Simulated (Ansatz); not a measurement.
## Ge (diamond structure), cut as [100] wire, round, centred on atom, 1.54 nm across

The numbers are results of PBE (plane waves to 420 eV, PAW; Ansatz, a quantum-chemistry and plane-wave program), not measurements.

k-points: Γ-centred 1×1×5 mesh; occupations: Fermi-Dirac, 0.020 eV; spin polarisation not allowed. No spin-orbit coupling.

 The relaxation kept the symmetry of its start, so a lower minimum of less symmetry isn't excluded. The period along the axis is held at the bulk value.

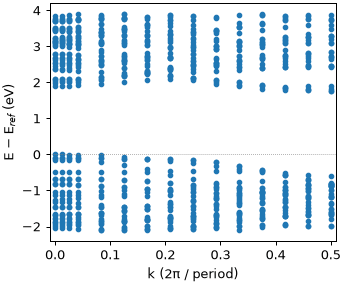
Fig. 1. Levels along the axis at 15 k-points, drawn as points, zero at the top of the valence band

Electronic character: not metallic; Kohn-Sham band gap: 1.77 eV. Only levels within the plotted window are shown.
